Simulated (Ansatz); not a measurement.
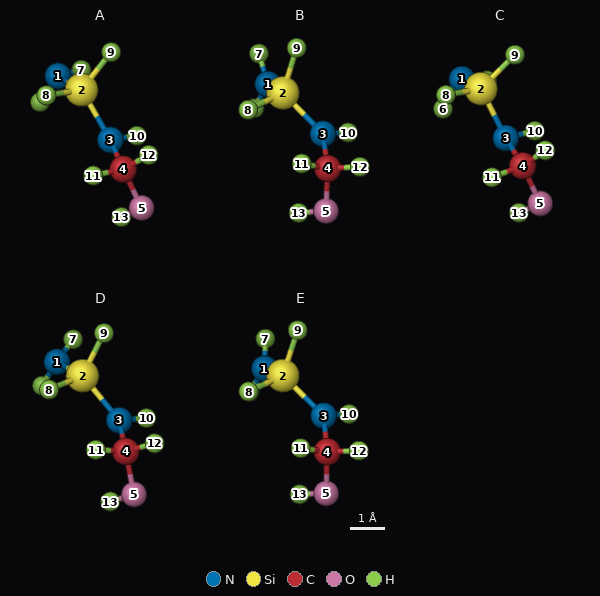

5 geometries from one relaxation of CH8N2OSi, in shuffled order. A ball-and-stick model, seen from a free direction.

The run prepares an end point of a later path (inversion) calculation, from a guessed geometry.

These are results of RKS PBE0-D4/def2-SVP in Ansatz 0.2.0, not measurements. (no spin polarisation; force threshold 0.015 eV/Å; at most 40 steps)

Put them in the order of the run, from the start to the converged end.

Answer. C, A, D, E, B. They are steps 0, 2, 5, 10, 17, at +1.259 eV, +0.230 eV, +0.072 eV, +0.017 eV relative to the last. The largest move after the best rigid fit is that of H7, 1.18 Å. Largest moves by element: H 1.18 Å, N 0.56 Å, O 0.49 Å, Si 0.20 Å, C 0.18 Å. Among the contacts that change: N1–H6 1.092 → 1.013 Å, C4–H12 1.041 → 1.104 Å, O5–H13 1.024 → 0.964 Å, N1–Si2 1.663 → 1.722 Å. Bond angles that change, for instance: Si2–N1–H6 104.7° → 122.3°, Si2–N3–H10 105.5° → 118.4°, H8–Si2–H9 118.5° → 107.7°. Over 16 accepted moves (17 points after the start) the energy falls by 1.259 eV. Largest force component: 5.1 eV/Å at the start, 0.0051 eV/Å at the end. The line search rejected the trial step at point 16 of the run. The run took 97 s on 2 threads of Arm Neoverse N1 (shared host), peak memory 0.26 GiB.
